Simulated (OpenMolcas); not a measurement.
# BH3 (borane) at FNO-MP2/MIDI (RICD fitting, electric field -0.001 a.u., field axis z, virtual fraction 0.4)

Aim: the energy of BH3 (borane). 

The calculation is run with OpenMolcas 26.06.

### Step 1. Starting point

BH3 has 4 atoms, charge 0, and is taken as a singlet. As SMILES, `B`. The coordinates come from a PBE0-D4/def2-TZVP relaxation.

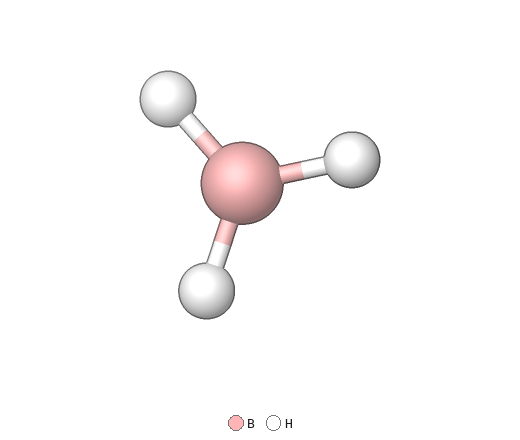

Viewed from a chosen angle; boron pink, hydrogen white.

### Step 2. The energy at FNO-MP2/MIDI (RICD fitting, electric field -0.001 a.u., field axis z, virtual fraction 0.4)

File mol.input:

```
&gateway
  baslib=$CurrDir
  coord
  4
  bohr
  B      0.02626719    -0.02853486    -0.00963760
  H      1.85608900     0.72130846     1.07487622
  H     -0.52194236    -2.21438107     0.08125822
  H     -1.25553404     1.40765699    -1.18466931
  basis=MIDI
  group=NoSym
  ricd

&seward

&ffpt
  dipole
  Z 0.001

&scf
  rs-rfo
  prorbitals=1 1

&mbpt2
  fnomp2=0.4
  domp2
  frozen=1
```

The basis set MIDI is read from a file made from the Basis Set Exchange's data (not shown).

The run is started by

```console
$ export MOLCAS_MEM=1860
$ pymolcas mol.input > mol.log
```

The log of the run:

```text
--- Start Module: gateway ---

                                              &GATEWAY

                       available to each process: 1.9 GB of memory, 1 thread

 Basis Set     1 Label: B.MIDI
 Basis set is read from library:.
 basistype.tbl is not found

 Basis Set     2 Label: H.MIDI
 Basis set is read from library:.
 basistype.tbl is not found

++    Symmetry information:
      ---------------------

                    Character Table for C1

                             E
                    a        1  x, y, xy, Rz, z, xz, Ry, yz, Rx, I
--

++    Basis set information:
      ----------------------

      Basis set label: B.MIDI.........

      Electronic valence basis set:
      ------------------
      Associated Effective Charge   5.000000 au
      Associated Actual Charge      5.000000 au
      Nuclear Model: Point charge

      Shell  nPrim  nBasis  Cartesian Spherical Contaminant
         s       6       3        X
         p       3       2        X

      Basis set label: H.MIDI.........

      Electronic valence basis set:
      ------------------
      Associated Effective Charge   1.000000 au
      Associated Actual Charge      1.000000 au
      Nuclear Model: Point charge

      Shell  nPrim  nBasis  Cartesian Spherical Contaminant
         s       3       2        X
--

++    Molecular structure info:
      -------------------------

                    ************************************************
                    **** Cartesian Coordinates / bohr, angstrom ****
                    ************************************************

     Center  Label                x              y              z                     x              y              z
        1      B1               0.026267      -0.028535      -0.009638              0.013900      -0.015100      -0.005100
        2      H2               1.856089       0.721308       1.074876              0.982200       0.381700       0.568800
        3      H3              -0.521942      -2.214381       0.081258             -0.276200      -1.171800       0.043000
        4      H4              -1.255534       1.407657      -1.184669             -0.664400       0.744900      -0.626900

                    ***************************************
                    *    InterNuclear Distances / bohr    *
                    ***************************************

               1 B1            2 H2            3 H3            4 H4
    1 B1       0.000000
    2 H2       2.255368        0.000000
    3 H3       2.255376        3.906480        0.000000
    4 H4       2.255296        3.906254        3.906391        0.000000

                    *******************************************
                    *    InterNuclear Distances / angstrom    *
                    *******************************************

               1 B1            2 H2            3 H3            4 H4
    1 B1       0.000000
    2 H2       1.193489        0.000000
    3 H3       1.193493        2.067220        0.000000
    4 H4       1.193451        2.067100        2.067173        0.000000

                    **************************************
                    *    Valence Bond Angles / degree    *
                    **************************************
                          Atom centers                 Phi
                      2 H2       1 B1       3 H3       120.00
                      2 H2       1 B1       4 H4       120.00
                      3 H3       1 B1       4 H4       120.00
--

            Nuclear Potential Energy              7.41883824 au

--- Stop Module: gateway /rc=_RC_ALL_IS_WELL_ ---

--- Start Module: seward ---

                                              &SEWARD

                       available to each process: 1.9 GB of memory, 1 thread

               SEWARD will generate:
                  Multipole Moment integrals up to order  2
                  Kinetic Energy integrals
                  Nuclear Attraction integrals (point charge)
                  One-Electron Hamiltonian integrals
                  Velocity integrals
                  Orbital angular momentum around (  0.0263  -0.0285  -0.0096 )
                  Velocity quadrupole around (  0.0263  -0.0285  -0.0096 )
                  RI decomposed two-electron repulsion integrals stored Cholesky style
                   - acCD auxiliary basis
                   - CD Threshold:   1.00E-04

                   Integrals are discarded if absolute value <: 1.00E-14
                   Integral cutoff threshold is set to       <: 1.00E-16

            Nuclear Potential Energy              7.41883824 au

      Basis set specifications :
      Symmetry species         a
      Basis functions           15

--- Stop Module: seward /rc=_RC_ALL_IS_WELL_ ---

--- Start Module: ffpt ---

                                               &FFPT

                       available to each process: 1.9 GB of memory, 1 thread

      Header of the ONEINT file:
      --------------------------

      Cartesian coordinates in angstrom:
      -----------------------------------------------------
      No.  Label        X            Y            Z
      -----------------------------------------------------
       1   B1         0.01390000  -0.01510000  -0.00510000
       2   H2         0.98220000   0.38170000   0.56880000
       3   H3        -0.27620000  -1.17180000   0.04300000
       4   H4        -0.66440000   0.74490000  -0.62690000
      -----------------------------------------------------
      Nuclear repulsion energy =    7.41883824

      The following tasks will be executed:
      -------------------------------------

      FFPT    DIPO    COMP    COMP0   Z= 0.001000

--- Stop Module: ffpt /rc=_RC_ALL_IS_WELL_ ---

--- Start Module: scf ---

                                                &SCF

                       available to each process: 1.9 GB of memory, 1 thread

++    Input section:
      --------------

      Header of the integral files:

      Cartesian coordinates in angstrom:
      -----------------------------------------------------
      No.  Label        X            Y            Z
      -----------------------------------------------------
       1   B1         0.01390000  -0.01510000  -0.00510000
       2   H2         0.98220000   0.38170000   0.56880000
       3   H3        -0.27620000  -1.17180000   0.04300000
       4   H4        -0.66440000   0.74490000  -0.62690000
      -----------------------------------------------------
      Nuclear repulsion energy =    7.41883840
--

++    Orbital specifications:
      -----------------------

      Symmetry species               1
                                     a
      Frozen orbitals                0
      Occupied orbitals              4
      Secondary orbitals            11
      Deleted orbitals               0
      Total number of orbitals      15
      Number of basis functions     15
--

      Molecular charge                           0.000

++    Optimization specifications:
      ----------------------------

      SCF Algorithm: LK-RI/DF
      LK screening threshold:                     4.50E-02
      Local-Exchange (LK) algorithm.
       - the density matrix is decomposed
      The actual AO density is used
      Number of density matrices in core                 5
      Maximum number of NDDO SCF iterations            400
      Maximum number of HF SCF iterations              400
      Threshold for SCF energy change             1.00E-09
      Threshold for density matrix                1.00E-04
      Threshold for Fock matrix                   1.50E-04
      Threshold for linear dependence             1.00E-09
      Threshold at which DIIS is turned on        1.50E-01
      Maximum depth in the DIIS procedure                5
      Maximum depth in the BFGS Hessian update          30
      Threshold at which QNR/C2DIIS is turned on  7.50E-02
      Threshold for Norm(delta) (QNR/C2DIIS)      1.00E-03
      All orbitals punched on: SCFORB
--

      Input vectors read from INPORB
      Orbital file label: *Guess orbitals

++ Convergence information
                                   SCF        iterations: Energy and convergence statistics

Iter     Tot. SCF        One-elec.       Two-elec.     Energy      Max Dij or  Max Fij      DNorm      TNorm      AccCon     Time
         Energy          Energy          Energy        Change      Delta Norm                                                in Sec.
   1   -26.159104727   -47.755058164    14.177115039   0.00E+00    1.88E-01*   9.02E-02*    2.69E+00   1.53E+01   None         0.
   2   -26.229249446   -48.845790348    15.197702504  -7.01E-02*   1.91E-02*   1.21E-02*    2.76E+00   1.58E+01   EDIIS        0.
   3   -26.230220167   -48.734764450    15.085705885  -9.71E-04*   3.25E-03*   2.15E-03*    2.75E+00   1.58E+01   c2DIIS       0.
   4   -26.230237861   -48.748708570    15.099632311  -1.77E-05*   5.12E-04    2.81E-04*    2.76E+00   1.58E+01   RS-RFO H*    0.
   5   -26.230238500   -48.748152001    15.099075103  -6.38E-07*   2.30E-04    1.00E-04     2.76E+00   1.58E+01   RS-RFO H*    0.
   6   -26.230238566   -48.748258858    15.099181894  -6.66E-08*   1.18E-05    1.07E-05     2.76E+00   1.58E+01   RS-RFO H*    0.
   7   -26.230238566   -48.748225619    15.099148654  -3.52E-10    4.50E-06    2.25E-06     2.76E+00   1.58E+01   RS-RFO H*    0.

       Convergence after   7 Iterations
--

 *****************************************************************************************************************************
 *                                             SCF/KS-DFT Program, Final results                                             *
 *                                                       Final Results                                                       *
 *****************************************************************************************************************************

::    Total SCF energy                                -26.2302385664
      One-electron energy                             -48.7482256188
      Two-electron energy                              15.0991486544
      Nuclear repulsion energy                          7.4188383980
      Kinetic energy (interpolated)                    25.9893778590
      Virial theorem                                    1.0092676596
      Total spin, S(S+1)                                0.0000000000
      Total spin, S                                     0.0000000000
      Max non-diagonal density matrix element           0.0000050779
      Max non-diagonal Fock matrix element              0.0000024480

      All orbitals with orbital energies smaller than  E(LUMO)+0.5 are printed

++    Molecular orbitals:
      -------------------

      Title: SCF orbitals

      Molecular orbitals for symmetry species 1: a

          Orbital            1         2         3         4         5         6         7         8         9
          Energy           -7.5711   -0.7082   -0.4980   -0.4976    0.0764    0.3077    0.3078    0.3173    0.4268
          Occ. No.          2.0000    2.0000    2.0000    2.0000    0.0000    0.0000    0.0000    0.0000    0.0000

--

++    Molecular charges:
      ------------------

      Mulliken charges per centre and basis function type
      ---------------------------------------------------

                B1      H2      H3      H4
      1s       3.0452  1.0620  1.0592  1.0558
      2px      0.6154  0.0000  0.0000  0.0000
      2pz      0.2991  0.0000  0.0000  0.0000
      2py      0.8633  0.0000  0.0000  0.0000
      Total    4.8230  1.0620  1.0592  1.0558

      N-E      0.1770 -0.0620 -0.0592 -0.0558

      Total electronic charge=    8.000000

      Total            charge=   -0.000000
--

++    Molecular properties:
      ---------------------

      Charge (e):
                      =   -0.0000
      Dipole Moment (debye):
      Origin of the operator (angstrom)=    0.0139   -0.0151   -0.0051
                   X= -1.0837E-02               Y=  3.3447E-03               Z= -2.5271E-02           Total=  2.7699E-02
      Quadrupole Moment (debye*angstrom):
      Origin of the operator (angstrom)=    0.0139   -0.0151   -0.0051
                  XX= -9.0507E+00              XY= -2.6222E-01              XZ= -1.2100E+00              YY= -9.7874E+00
                  YZ=  3.7265E-01              ZZ= -8.0891E+00
      In traceless form (debye*angstrom)
                  XX= -1.1248E-01              XY= -3.9333E-01              XZ= -1.8150E+00              YY= -1.2175E+00
                  YZ=  5.5897E-01              ZZ=  1.3300E+00
--

--- Stop Module: scf /rc=_RC_ALL_IS_WELL_ ---

--- Start Module: mbpt2 ---

                                               &MBPT2

                       available to each process: 1.9 GB of memory, 1 thread

WARNING!
Default frozen orbitals as non valence orbitals is overwritten by user input.
Default values:   1

      Cartesian coordinates in angstrom:
      -----------------------------------------------------
      No.  Label        X            Y            Z
      -----------------------------------------------------
       1   B1         0.01390000  -0.01510000  -0.00510000
       2   H2         0.98220000   0.38170000   0.56880000
       3   H3        -0.27620000  -1.17180000   0.04300000
       4   H4        -0.66440000   0.74490000  -0.62690000
      -----------------------------------------------------
      Nuclear repulsion energy =    7.41883840

      Contents of RUNFILE file:
      -------------------------

      Symmetry species                           1
                                                 a
      Number of basis functions                 15
      Frozen occupied orbitals                   1
      Active occupied orbitals                   3
      Active external orbitals                  11
      Deleted external orbitals                  0

      Reference numbers of frozen occupied orbitals according to the original input sequence
      symmetry species 1                        1

      Energies of the active occupied orbitals

      symmetry species 1                    -0.708241     -0.498026     -0.497615

      Energies of the active external orbitals

      symmetry species 1                     0.076380      0.307743      0.307843      0.317343      0.426763
                                             0.583548      0.583559      0.707624      1.141194      1.166652
                                             1.167357

      ********************************************************************************************************
      *                                               Results                                                *
      ********************************************************************************************************

-------------------------------------------------------
 Start FNO-MP2 section
-------------------------------------------------------

 NOs specified:  40% of the total virtual space
 ------------------------------------------------------
    Symm.     Trace     (Full Dmat)     (Partial Dmat)
 ------------------------------------------------------
       1               0.117686E-01      0.914167E-02
 ------------------------------------------------------
   Sum :               0.117686E-01      0.914167E-02
 ------------------------------------------------------

 Secondary orbitals after selection:   4
 Deleted orbitals after selection:     7

 Energies of the active virtual orbitals

 symmetry species 1                          0.157480      0.632081      0.654196      0.665636

-------------------------------------------------------
 End FNO-MP2 section
-------------------------------------------------------

       SCF energy                           =      -26.2302385664 a.u.
       Second-order correlation energy      =       -0.0390311442 a.u.
       ( Opposite-Spin contribution         =       -0.0317813182 )
       ( Same-Spin contribution             =       -0.0005643040 )
       ( Truncation error estimate          =       -0.0066855220 )

       Total energy                         =      -26.2692697106 a.u.

       Reference weight ( Cref**2 )         =        0.98616

::    Total MBPT2 energy                              -26.2692697106

       Zeroth-order energy (E0)             =      -11.1310899120 a.u.

       Shanks-type energy S1(E)             =      -26.2693708672 a.u.

--- Stop Module: mbpt2 /rc=_RC_ALL_IS_WELL_ ---

.##################.
.# Happy landing! #.
.##################.

    Timing: Wall=1.37 User=1.09 System=0.26
```

It took 1.6 s on 1 thread of Arm Neoverse V1, shared host.

### Step 3. Summary of results

At FNO-MP2/MIDI (RICD fitting, electric field -0.001 a.u., field axis z, virtual fraction 0.4), 1 core orbital frozen:

| quantity | value |
| --- | --- |
| total energy | -26.26927 Eh |
| dipole moment (mean-field density) | 0.03 D |
| HOMO–LUMO gap (Hartree–Fock orbitals) | 15.62 eV |
| correlation energy (1 core orbital frozen) | -39.0 mEh |

What this shows: Mulliken charges of the mean-field density run from -0.06 on H2 to +0.18 on B1.
